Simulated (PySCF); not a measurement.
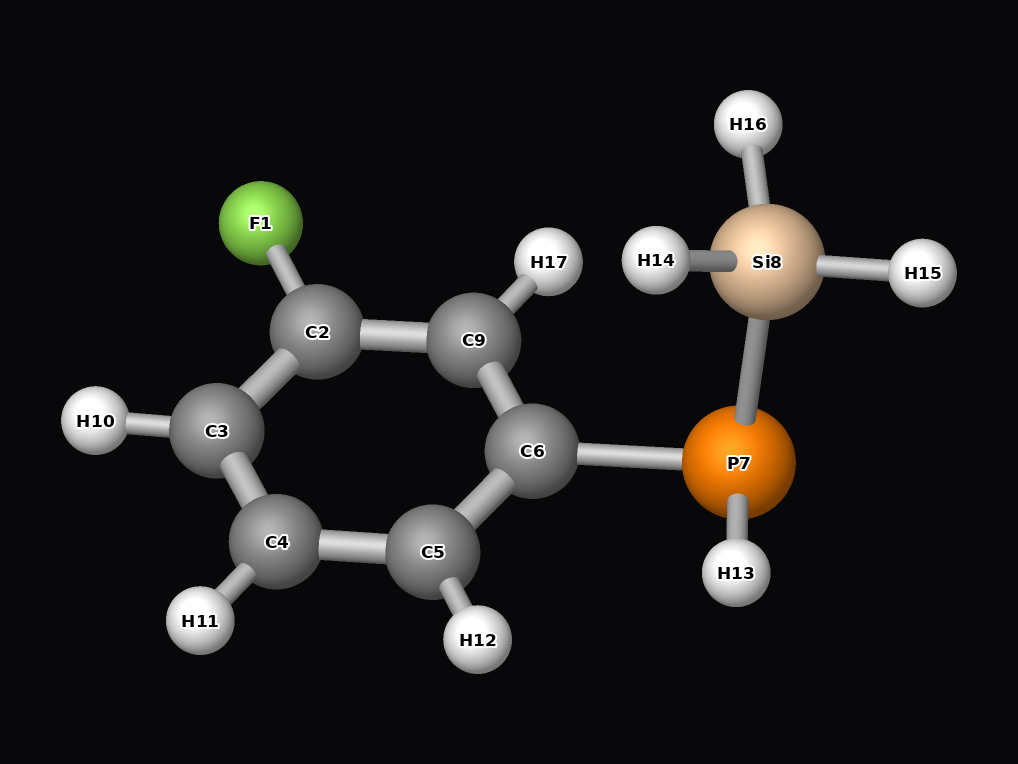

The thickness of each stick grows with its Mayer bond order. The computed structure is the end point of a GFN2-xTB optimisation. No frequency run is at hand to confirm it as a minimum. Method: PBE0/pcSseg-1 (PySCF 2.14.0).

List the Mayer bond orders of F1–C2, C2–C3, C2–C9, C3–C4, C4–C5, C5–C6, C6–P7, C6–C9, P7–Si8 (bonds between heavy atoms, one of each equivalent set).

```
  bond  Mayer order  length (Å)
 F1–C2         0.89       1.350
 C2–C3         1.42       1.384
 C2–C9         1.45       1.379
 C3–C4         1.41       1.384
 C4–C5         1.45       1.383
 C5–C6         1.40       1.392
 C6–P7         0.97       1.819
 C6–C9         1.35       1.393
P7–Si8         0.92       2.242
```

The geometry is semi-empirical. Around P, Si such bond lengths and angles can be off by a tenth of an ångström or more and by several degrees, and values that hang on the shape move with them.
